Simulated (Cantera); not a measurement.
A closed system holds: 1 mol TEOS, 1.4 mol H2O, 57 mol N2, equilibrated at 0.0370 bar.

These are equilibrium values from Cantera (NASA tables, ideal gas, pure condensed phases), not measurements of a reactor. Candidate condensed phases: C, C6H6, C7H8, C8H18, H2O, Si, SiC, SiO2, Si2N2O, Si3N4; 151 gas species. The feed counts by its element totals alone. N2 is the only nitrogen source here; it is nearly inert below about 1500 K, so the nitride shown seldom forms there in practice. Rates play no part.

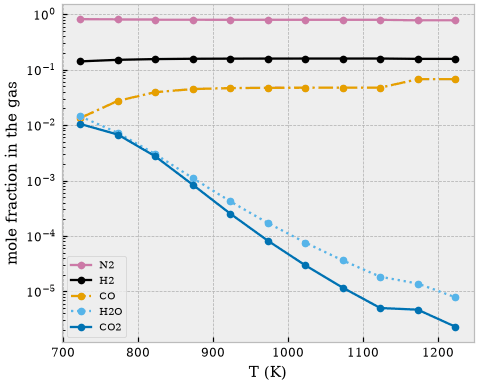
Figure. Equilibrium gas composition (values under 1e-9 drawn at 1e-9)

From 723 K to 823 K the condensed part is C(graphite) + SiO2(α-quartz). From 873 K to 1123 K the condensed part is C(graphite) + SiO2(β-quartz). From 1173 K to 1223 K the condensed part is C(graphite) + Si2N2O(s).
